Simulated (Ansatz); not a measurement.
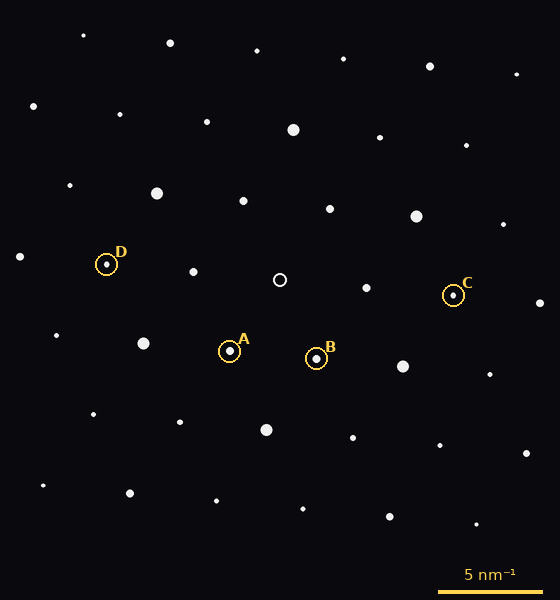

Computed electron diffraction pattern, 200 kV, single scattering only, B = 0.5 Å². The zone axis points towards the electron source and the pattern is seen from the source side.

The sample is Ru, space group P6_3/mmc (No. 194), a = 2.75 Å, c = 8.83 Å (hexagonal axes). Structure: the input geometry of an electronic-structure calculation (not necessarily at equilibrium); the starting structure was generated, so it need not be a known form of this composition.

```
atom  site  symmetry       x       y       z
  Ru    2a      -3m.  0.0000  0.0000  0.0000
  Ru    2c      -6m2  0.3333  0.6667  0.2500
```

Spot A is indexed -1 0 0 and spot B 0 -1 0.

### Index the other marked spots.

C = −2A + 2B = 2 -2 0 (d = 1.192 Å). D = 2A − 2B = -2 2 0 (d = 1.192 Å).

### Find the zone axis.

The cross product of A and B is parallel to [001]; every spot obeys hu + kv + lw = 0.

### What are the spacings of A and B and the angle between them?

d(A) = 2.385 Å, d(B) = 2.385 Å, and the angle is 60.0°.
